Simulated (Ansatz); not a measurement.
Consider ZnSe in the zinc blende structure (space group F-43m, No. 216; a = 5.634 Å).

The change: Cd replaces 33.3 % of the Zn, ordered in a cell of 6 atoms (starting symmetry P3m1) and fully relaxed.

Computed with Kohn–Sham DFT with the PBEsol functional, run in Ansatz (a program for electronic structure) with PAW and 420 eV plane waves, no spin-orbit coupling.

The zone is the changed cell's own and can be folded.

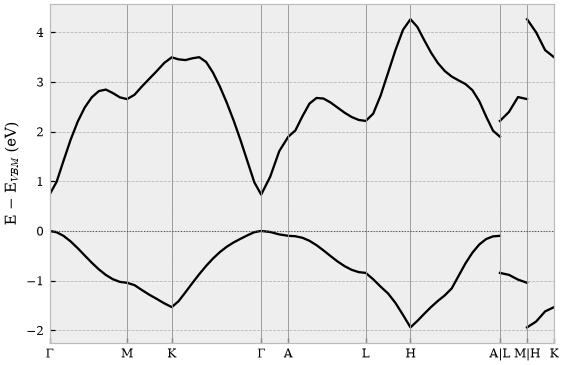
Figure. Highest valence and lowest conduction band along the path of the changed cell's own zone

Problem. From the figure, how large is the changed gap, and is it direct?

Solution. About 0.7 eV, direct at Γ.

These are small ordered cells, not random alloys; other orderings at the same x differ. Stability against distortions was not tested. Labels are those of the standard path for the cell's own space group.
